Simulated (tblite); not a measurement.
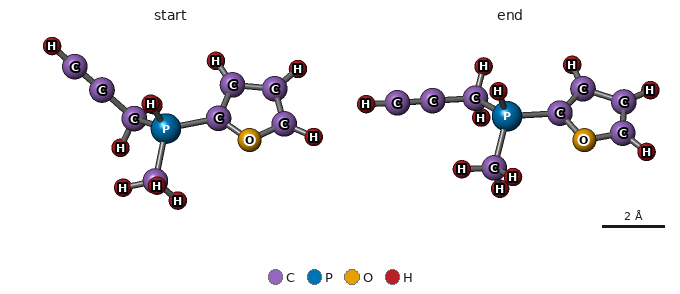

The structure of C₈H₁₀OP (charge +1) before (left) and after (right) a relaxation, at one scale.

The picture is a ball-and-stick view, seen at a tilt.

These are results of tblite, GFN2-xTB geometry optimisation, gas phase, not measurements. 

Q: What changed between the two?

A: An H atom moves most after the best rigid fit: 2.07 Å. By element the largest moves are H 2.07 Å, C 1.31 Å, P 0.40 Å, O 0.22 Å. Among the contacts that change: C–O 1.300 → 1.357 Å, C–O 1.304 → 1.332 Å, C–C 1.381 → 1.408 Å, H–P 1.412 → 1.385 Å. Bond angles that change, for instance: P–C–O 126.7° → 114.9°, P–C–C 123.8° → 134.9°, C–P–C 105.8° → 112.1°. Groups turn about C–P by about 55°, C–P by about 30°. Over 178 geometry steps the energy falls by 0.499 eV. Cost: 1.5 s on 1 thread of Arm Neoverse V1, on a shared host.
